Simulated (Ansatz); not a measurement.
# HfC: response to strain

HfC is deformed so: equal xx and yy strain of +2 %. What stress and forces result, by LAPW, PAW and all-electron datasets made for the crystal?

Method: DFT PBEsol, scalar-relativistic, in Ansatz 0.2.0.

## 1. The structure to begin with

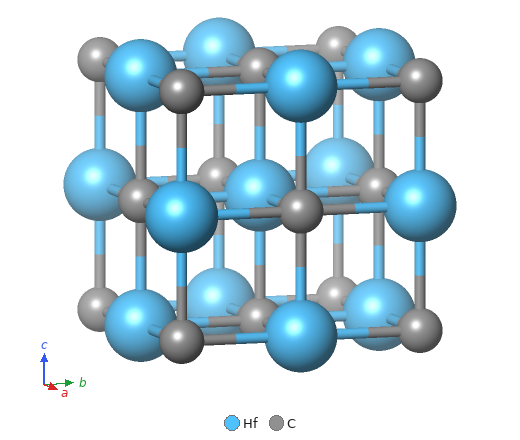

The starting structure, seen slightly off an axis (hafnium blue, carbon grey). Atoms on the faces are drawn again on the opposite ones. The cell drawn here is the conventional one.

Structure file:

```
CELL_PARAMETERS angstrom
0.00000 2.32500 2.32500
2.32500 0.00000 2.32500
2.32500 2.32500 0.00000
ATOMIC_POSITIONS crystal
Hf 0.50000 0.50000 0.50000
C 0.00000 0.00000 0.00000
```

Atoms are numbered in the order of the input: Hf1, C2.

## 2. After the deformation

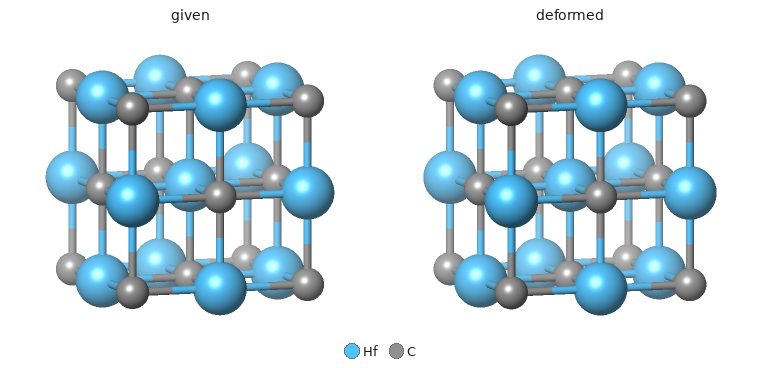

Given and deformed, at one scale.

Space group Fm-3m before, I4/mmm after.

## 3. All-electron LAPW

The input, input.yaml:

```yaml
crystal:
  lattice:
    - [0.0, 2.3715, 2.325]
    - [2.3715, 0.0, 2.325]
    - [2.3715, 2.3715, 0.0]
  atoms:
    - { symbol: Hf, position: [0.5, 0.5, 0.5] }
    - { symbol: C, position: [0.0, 0.0, 0.0] }
kpoints:
  mp_grid: { grid: [15, 15, 15] }
  band_path:
    path:
      - [0.0, 0.0, 0.0]
      - [0.0, 0.5, 0.5]
      - [0.25, 0.75, 0.5]
      - [0.0, 0.5, 0.0]
      - [0.0, 0.0, 0.0]
      - [0.5, 0.5, 0.0]
      - [0.38005, 0.61995, 0.0]
      - [-0.38005, 0.38005, 0.0]
      - [0.0, 0.0, 0.0]
    npoints: 5
scf:
  occupations: { method: fermi_dirac, width: 0.05 }
hamiltonian:
  xc: pbesol
  pseudopotentials: { kind: all_electron, lapw: { basis_error: 0.001 } }
output:
  forces: true
  stress: true
  eigenvalues: true
```

The run is started by

```
> ansatz run input.yaml --threads 1 --pin off --max-ram 3072MiB --backend cpu --events-out ev --progress --plain --runs-dir out
```

Standard output, shortened:

```text
LAPW: plane waves up to 8.909 Å⁻¹, error target 1.0e-3 eV per atom; small_component_spin mean_spin; C in spheres of 0.956 Å, 6 of its electrons in bands, Dirac shells []; Hf in spheres of 1.369 Å, 42 of its electrons in bands, Dirac shells []
[...]
Pseudopotentials: kind: all_electron
Pseudopotential: Hf, LAPW, valence charge 42, Koelling and Harmon's equation, gaussian nucleus
Pseudopotential: C, LAPW, valence charge 6, Koelling and Harmon's equation, gaussian nucleus
Functional definition: PBEsol
[...]
Crystal: 2 atoms, lattice volume = 26.152 Å³
Basis set: ecut = 302.4238182544844 eV, 323 PW (Γ), exchange–correlation at level 2
Bands: 29, of which v1, the nominal top of the filled ones, is band 24 counted from 1 (23 counted from 0)
Symmetry: 16 space group operations
Space group: I4/mmm (ITA 139), of the structure as read, at distance tolerance 3.0e-5 Å
k-points: 288 of 3375
[...]
SCF iter   1: F=—  HF=-411163.342509 eV  |F-HF|=—  |Δ(HF+E_count)|=         —  Δρ=1.22e-1  dr2=5.73e0  ethr=1.19e-2  ⟨swp⟩=2.0  Hψ=49780  notcnv=0
[...]
the basis was enlarged: its passes take 195.4 KiB over the memory plan, 1 of 1 planned eigensolver slots
[...]
SCF iter  10: F=-411161.450245 eV  HF=-411161.450245 eV  |F-HF|=3.32e-8  |Δ(HF+E_count)|=   1.17e-7  Δρ=1.22e-5  dr2=4.29e-8  ethr=1.42e-9  ⟨swp⟩=2.6  Hψ=25347  notcnv=0
[...]
NSCF: frozen V_eff on 41 k-points
SCF converged after 10 iterations
Free energy (F): -411161.450245 eV
[...]
E sigma→0 (E₀):  -411161.448797 eV
Entropy (-TS):   -0.002895 eV (-1.447 meV/atom)
Fermi energy:    19.453886 eV
[...]
--- Forces (eV/Å), atoms counted from 1 ---
  atom   1  Hf     0.00000000     0.00000000     0.00000000
  atom   2  C     -0.00000000    -0.00000000    -0.00000000
[...]
--- Stress (GPa, compression-positive) ---
      -16.579007       0.000000       0.000000
        0.000000     -16.579007       0.000000
        0.000000       0.000000     -10.190138
  P = ⅓ Tr σ = -14.4494 GPa (-144.494 kbar)
--- Band table (eV; the first three rows and the last of 288) ---
[...]
```

It took 68 s on 1 thread of Arm Neoverse V1, shared host; peak memory 0.78 GiB.

Result: pressure -14.45 GPa; no gap.

## 4. PAW on the default files

The input, input.yaml:

```yaml
crystal:
  lattice:
    - [0.0, 2.3715, 2.325]
    - [2.3715, 0.0, 2.325]
    - [2.3715, 2.3715, 0.0]
  atoms:
    - { symbol: Hf, position: [0.5, 0.5, 0.5] }
    - { symbol: C, position: [0.0, 0.0, 0.0] }
kpoints:
  mp_grid: { grid: [15, 15, 15] }
scf:
  occupations: { method: fermi_dirac, width: 0.05 }
hamiltonian:
  xc: pbesol
  pseudopotentials: { kind: paw }
output:
  forces: true
  stress: true
  eigenvalues: true
  efg: { contact_densities: true }
```

The run is started by

```
> ansatz run input.yaml --threads 1 --pin off --max-ram 3072MiB --backend cpu --events-out ev --progress --plain --runs-dir out
```

Standard output, shortened:

```text
Hf: output.efg is read without spin–orbit coupling, which moves field gradients at and beside such atoms by some per cent and up to a factor of two; PAW files take it under magnetization.noncollinear and magnetization.spin_orbit
[...]
Pseudopotentials: kind: paw
Pseudopotential: Hf, paw, valence charge 26, recommended cutoff 420 eV (normal)
Pseudopotential: C, paw, valence charge 4, recommended cutoff 420 eV (normal)
[... 1 set-up line as earlier in the session ...]
[...]
Crystal: 2 atoms, lattice volume = 26.152 Å³
Basis set: ecut = 420 eV, 531 PW (Γ), exchange–correlation on 48×48×48 points (8 copies of the dense FFT grid, shifted against one another)
Bands: 19, of which v1, the nominal top of the filled ones, is band 15 counted from 1 (14 counted from 0)
[... 2 set-up lines as earlier in the session ...]
k-points: 288 of 3375
[...]
  atom   1  Hf     0.00000000     0.00000000     0.00000000
  atom   2  C     -0.00000000     0.00000000     0.00000000
[...]
--- Stress (GPa, compression-positive) ---
      -16.631595       0.000000       0.000000
        0.000000     -16.631595       0.000000
        0.000000       0.000000     -10.224687
  P = ⅓ Tr σ = -14.4960 GPa (-144.960 kbar)
--- PAW observables at the nuclei: V_zz in 10²¹ V/m², potentials from the cell's mean, atoms counted from 1 ---
  atom   1  Hf V_zz =    -7.204347   η = 0.0000   by run symmetry: allowed
            electrostatic potential = -14183.569684 V   contact ρ = 7519027.378985 e/Å³
  atom   2  C  V_zz =    -0.258284   η = 0.0000   by run symmetry: allowed
            electrostatic potential = -426.142405 V   contact ρ = 862.000888 e/Å³
--- Band table (eV; the first three rows and the last of 288) ---
  k-point 0: bands = ["-42.1030", "-10.5760", "-10.5760", "-10.5531", "7.0214", "7.9156", "7.9247", "7.9247", "7.9354", "7.9968", "7.9968", "7.9982", "20.1393", "20.1393", "20.2299", "20.3702", "20.3702", "20.5708", "22.2204"]
[...]
```

Wall time 9.1 s (1 thread of Arm Neoverse V1, shared host); peak memory 0.46 GiB.

This run gives: pressure -14.50 GPa; no gap; Vzz Hf1 -7.20 (η = 0.00), C2 -0.26 (η = 0.00) (10²¹ V/m²).

## 5. All-electron PAW on datasets made for the crystal

input.yaml, as its differences from that of step 4:

```diff
@@ -14,3 +14,3 @@
   xc: pbesol
-  pseudopotentials: { kind: paw }
+  pseudopotentials: { kind: all_electron, datasets: crystal }
 output:
```

The run is started by

```
> ansatz run input.yaml --threads 1 --pin off --max-ram 3072MiB --backend cpu --events-out ev --progress --plain --runs-dir out
```

Standard output, shortened:

```text
[...]
Hf: output.efg is read without spin–orbit coupling, which moves field gradients at and beside such atoms by some per cent and up to a factor of two; PAW files take it under magnetization.noncollinear and magnetization.spin_orbit
[...]
[... 1 set-up line as earlier in the session ...]
Pseudopotential: Hf, paw, valence charge 26, recommended cutoff 400 eV (normal), Koelling and Harmon's equation, gaussian nucleus
Pseudopotential: C, paw, valence charge 4, recommended cutoff 400 eV (normal), Koelling and Harmon's equation, gaussian nucleus
[... 1 set-up line as earlier in the session ...]
[...]
Crystal: 2 atoms, lattice volume = 26.152 Å³
Basis set: ecut = 400 eV, 499 PW (Γ), exchange–correlation on 48×48×48 points (8 copies of the dense FFT grid, shifted against one another)
Bands: 19, of which v1, the nominal top of the filled ones, is band 15 counted from 1 (14 counted from 0)
[... 1 set-up line as earlier in the session ...]
[...]
  atom   1  Hf     0.00000000     0.00000000     0.00000000
  atom   2  C     -0.00000000    -0.00000000     0.00000000
[...]
--- Stress (GPa, compression-positive) ---
      -16.581509       0.000000       0.000000
        0.000000     -16.581509       0.000000
        0.000000       0.000000     -10.194615
  P = ⅓ Tr σ = -14.4525 GPa (-144.525 kbar)
--- PAW observables at the nuclei: V_zz in 10²¹ V/m², potentials from the cell's mean, atoms counted from 1 ---
  atom   1  Hf V_zz =    -7.214331   η = 0.0000   by run symmetry: allowed
            electrostatic potential = -14180.865031 V   contact ρ = 7515514.522863 e/Å³
  atom   2  C  V_zz =    -0.259621   η = 0.0000   by run symmetry: allowed
            electrostatic potential = -425.404874 V   contact ρ = 862.149527 e/Å³
--- Band table (eV; the first three rows and the last of 288) ---
  k-point 0: bands = ["-41.7650", "-10.2352", "-10.2352", "-10.2134", "7.3604", "8.2467", "8.2555", "8.2555", "8.2652", "8.3273", "8.3273", "8.3288", "20.4827", "20.4827", "20.5733", "20.7087", "20.7087"]
[...]
```

It took 36 s on 1 thread of Arm Neoverse V1, shared host; peak memory 0.88 GiB.

Result: pressure -14.45 GPa; no gap; Vzz Hf1 -7.21 (η = 0.00), C2 -0.26 (η = 0.00) (10²¹ V/m²).

## 6. Side by side

Stress (GPa, compression positive):

```csv
method,xx,yy,zz,yz,xz,xy
LAPW,-16.58,-16.58,-10.19,0.00,0.00,0.00
PAW,-16.63,-16.63,-10.22,0.00,0.00,0.00
crystal datasets,-16.58,-16.58,-10.19,0.00,0.00,0.00
```

| method | pressure (GPa) | Vzz Hf1 (10²¹ V/m²) | Vzz C2 (10²¹ V/m²) | SCF cycles, all passes |
| --- | --- | --- | --- | --- |
| LAPW | -14.45 | – | – | 10 |
| PAW | -14.50 | -7.20 | -0.26 | 7 |
| crystal datasets | -14.45 | -7.21 | -0.26 | 10 |

## 7. Results

| quantity | value |
| --- | --- |
| pressure | LAPW -14.45, PAW -14.50, crystal datasets -14.45 GPa |
| largest shear or deviatoric stress (LAPW) | 4.26 GPa |

In words: The largest part of the stress beyond the pressure is 4.26 GPa in size, in the zz component; the atoms are carried along and not relaxed. No run of the undeformed cell stands beside it, so the pressure holds what the given cell had before the change. PAW: stress within 0.05 GPa of LAPW. Crystal datasets: stress within 0.01 GPa of LAPW. Spin-orbit coupling is left out, though the cell holds Hf; in elements this heavy it can shift bands and gaps by tenths of an eV.
